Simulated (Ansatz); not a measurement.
## Response to strain in Mo

Consider Mo in the bcc (W type) structure (space group Im-3m, No. 229; a = 3.130 Å). Axes: x, y, z lie along the cube axes.

Strains are applied to the cell and any free atomic positions relax; under biaxial strain the out-of-plane vector relaxes too.

All numbers come from DFT with PBEsol, PAW potentials and a 420 eV plane-wave cutoff in Ansatz (a first-principles code), no SOC.

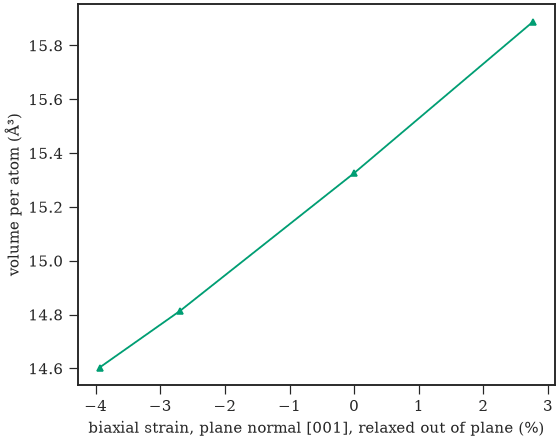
Fig. 1. Volume per atom against biaxial strain, plane normal [001], relaxed out of plane

Task: From the plot, what is the volume per atom for biaxial strain −2.69 %, plane normal [001], relaxed out of plane?

Result: About 14.8 Å³.

Task: Is the trend monotonic over the range shown?

Result: Yes, it rises throughout, spanning 14.60 Å³ to 15.89 Å³.

Without a gap, meshes like the base's 21×21×21 leave anisotropic stresses uncertain by several tenths of a GPa, and small strain energies with them. Whether these cells are dynamically stable was not tested. All final runs are without spin polarisation.
